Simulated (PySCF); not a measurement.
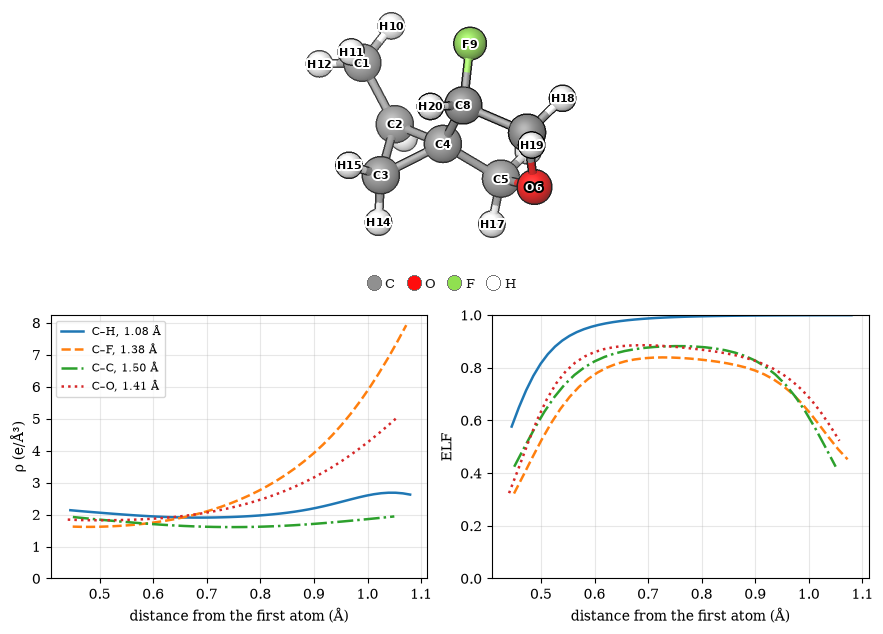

Figure 1: C₇H₁₁FO. Total electron density and electron localisation function along straight lines between neighbouring atoms. The curves leave out the atomic cores. The structure is drawn too.

Geometry: GFN2-xTB.

Computed with PBE0/pcSseg-1, SCF density, gas phase, non-relativistic (PySCF).

Input

```
{"job": {"kind": "nmr", "xc": "PBE0", "basis": "pcSseg-1"}, "charge": 0, "multiplicity": 1}
C      2.224242    -0.654319     0.636945
C      1.417109     0.102394    -0.386545
C      0.829039     1.441805    -0.054807
C     -0.071822     0.256439    -0.263446
C     -0.995260     0.182289    -1.469730
O     -2.295395     0.335126    -0.939783
C     -2.325722    -0.361143     0.285171
C     -0.901099    -0.313752     0.872602
F     -0.506247    -1.595061     1.214044
H      2.151503    -1.725960     0.463551
H      1.869701    -0.448465     1.643170
H      3.271498    -0.363291     0.571101
H      1.777648    -0.027045    -1.401509
H      0.830021     2.218025    -0.804947
H      0.951630     1.809641     0.953438
H     -0.896824    -0.794290    -1.970493
H     -0.832795     0.979023    -2.195695
H     -2.596016    -1.415109     0.128514
H     -3.074029     0.113033     0.920505
H     -0.832329     0.271339     1.794878
```

Command:

```sh
OMP_NUM_THREADS=1 python probes_run.py task.json out
```

What can be read from the curves?

C–H (1.08 Å): ρ is about 2 e/Å³ halfway; the ELF climbs to about 1 towards the hydrogen, as it does in any bond to H (an ordinary covalent bond to hydrogen).
C–F (1.38 Å): the density is about 2.1 e/Å³ at the midpoint, with its minimum of 1.6 e/Å³ about 0.5 Å from C; the ELF peaks at about 0.85 between the atoms; a shared but strongly polarised pair.
C–C (1.50 Å): ρ is about 1.6 e/Å³ halfway; the ELF peaks at about 0.90 between the atoms: localised, covalent bonding.
C–O (1.41 Å): the density is about 2.1 e/Å³ at the midpoint, with its minimum of 1.8 e/Å³ about 0.5 Å from C; the ELF peaks at about 0.90 between the atoms; a shared but strongly polarised pair.
